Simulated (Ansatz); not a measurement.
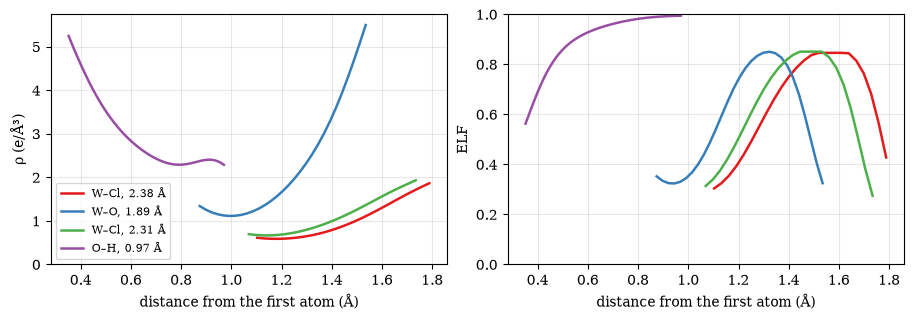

Figure. Cl3H3O2W. Electron density and ELF along straight lines between neighbouring atoms. The curves leave out the atomic cores.

Core potentials replace the inner electrons of W.

All numbers below come from Ansatz 0.2.0, RKS B3LYP-D4/def2-SVP.

Input file:

```
crystal:
  periodic: [false, false, false]
  atoms:
    - { symbol: W, position_ang: [0.0, 0.0, 0.0] }
    - { symbol: Cl, position_ang: [0.0, 0.0, 2.39] }
    - { symbol: O, position_ang: [1.94, 0.0, 0.0] }
    - { symbol: H, position_ang: [2.2771, -0.9519, -0.0197] }
    - { symbol: H, position_ang: [0.0, 1.72, 0.0] }
    - { symbol: Cl, position_ang: [-2.39, 0.0, 0.0] }
    - { symbol: Cl, position_ang: [0.0, -2.39, 0.0] }
    - { symbol: O, position_ang: [0.0, 0.0, -1.94] }
    - { symbol: H, position_ang: [0.5278, 0.7924, -2.2771] }
basis:
  gaussian: { orbitals: def2-SVP }
hamiltonian:
  xc: b3lyp
  dispersion: d4
relax:
  f_tol: 0.02
  max_steps: 40
output:
  orbitals: {}
```

Run with:

```sh
ansatz run input.yaml --threads 2 --pin off --max-ram 3072MiB --backend cpu --events-out ev --progress --plain --runs-dir out
```

The fields are those of the run's last geometry, not of the input's.

### What can be read from the curves?

W–Cl (2.38 Å): ρ at the midpoint is about 0.59 e/Å³; the ELF peaks at about 0.85 in the valence shell of Cl, 0.9 Å from its nucleus, and is about 0.40 at the midpoint.
W–O (1.89 Å): the density is about 1.2 e/Å³ at the midpoint; the ELF peaks at about 0.85 in the valence shell of O, 0.6 Å from its nucleus, and drops to about 0.30 between the two atoms.
W–Cl (2.31 Å): ρ at the midpoint is about 0.67 e/Å³; the ELF peaks at about 0.85 in the valence shell of Cl, 0.9 Å from its nucleus, and is about 0.40 at the midpoint.
O–H (0.97 Å): ρ is about 3.7 e/Å³ halfway; the ELF climbs to about 1 towards the hydrogen, as it does in any bond to H (a covalent bond by its length).
